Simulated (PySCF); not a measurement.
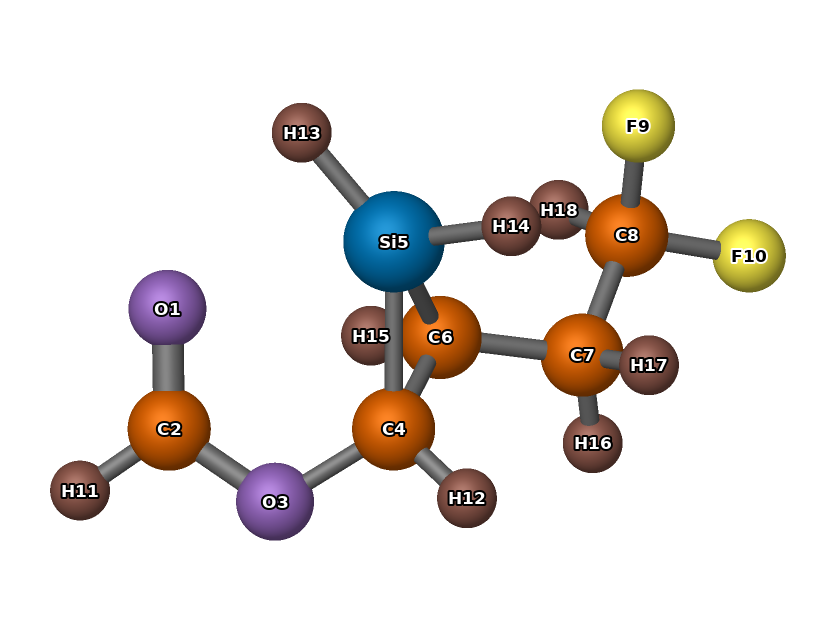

The thickness of each stick grows with its Mayer bond order. The computed structure is the end point of a GFN2-xTB optimisation. No frequency run is at hand to confirm it as a minimum. Computed with PBE0/pcSseg-1 (PySCF 2.14.0).

### Which bond between heavy atoms has the highest Mayer bond order?

O1–C2, 1.79, at a length of 1.209 Å.

List the Mayer bond orders of O1–C2, C2–O3, O3–C4, C4–Si5, C4–C6, Si5–C6, C6–C7, C7–C8, C8–F9, C8–F10 (bonds between heavy atoms, one of each equivalent set).

| bond | Mayer order | length (Å) |
| --- | --- | --- |
| O1–C2 | 1.79 | 1.209 |
| C2–O3 | 1.21 | 1.299 |
| O3–C4 | 0.83 | 1.415 |
| C4–Si5 | 0.88 | 1.926 |
| C4–C6 | 0.85 | 1.541 |
| Si5–C6 | 0.85 | 1.893 |
| C6–C7 | 1.02 | 1.511 |
| C7–C8 | 1.02 | 1.518 |
| C8–F9 | 0.95 | 1.357 |
| C8–F10 | 0.95 | 1.358 |

The geometry is semi-empirical. Around Si such bond lengths and angles can be off by a tenth of an ångström or more and by several degrees, and values that hang on the shape move with them.
